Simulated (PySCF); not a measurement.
Input file:

```
{"job": {"kind": "uv", "xc": "wB97X-D", "basis": "def2-SVPD", "nstates": 8, "ntriplets": 3}, "charge": 0, "multiplicity": 1}
C      2.876210    -1.004910    -0.471985
C      1.582755    -0.380773    -0.340399
C      0.491867     0.116940    -0.242491
P     -1.044374     0.974181    -0.031540
C     -2.180350    -0.254807     0.690002
O     -0.940093     2.267250     0.653278
O     -1.609166     1.148578    -1.534166
H      3.643495    -0.346207    -0.067027
H      2.891391    -1.947134     0.074520
H      3.090523    -1.198701    -1.522278
H     -1.807674    -0.551838     1.666451
H     -2.257165    -1.120334     0.040280
H     -3.155128     0.214148     0.803986
H     -1.582969     2.083134    -1.745775
```

Launched as:

```sh
OMP_NUM_THREADS=1 python probes_run.py task.json out
```

Geometry: GFN2-xTB.

These are results of PySCF, wB97X-D/def2-SVPD, SCF density, gas phase, not measurements.

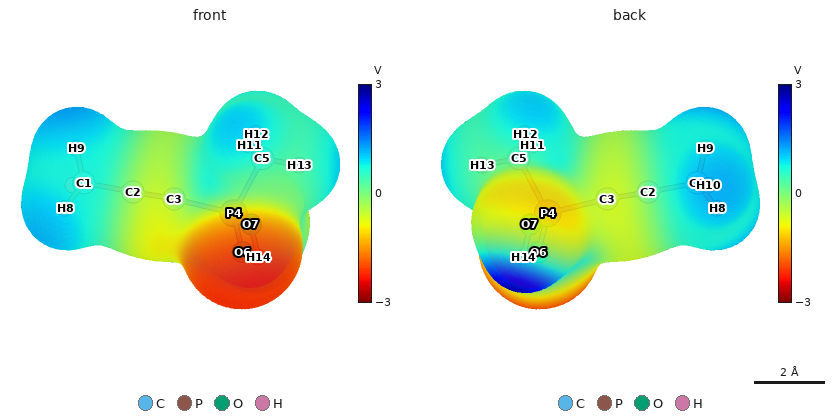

C₄H₇O₂P. The molecular electrostatic potential painted on the density surface at 0.002 e/bohr³, seen from the front and from behind; the colour scale runs from red (negative) to blue (positive).

Which sites attract a positive test charge, and which a negative one?

Answer. A positive charge is drawn to the negative regions and a negative charge to the positive ones. The most negative region (about −2.3 V) lies over O6, the most positive (about +2.5 V) over H14. O6 is the likeliest acceptor of a hydrogen bond.

What dipole moment does the calculation give?

Answer. Its dipole moment is 3.71 D.
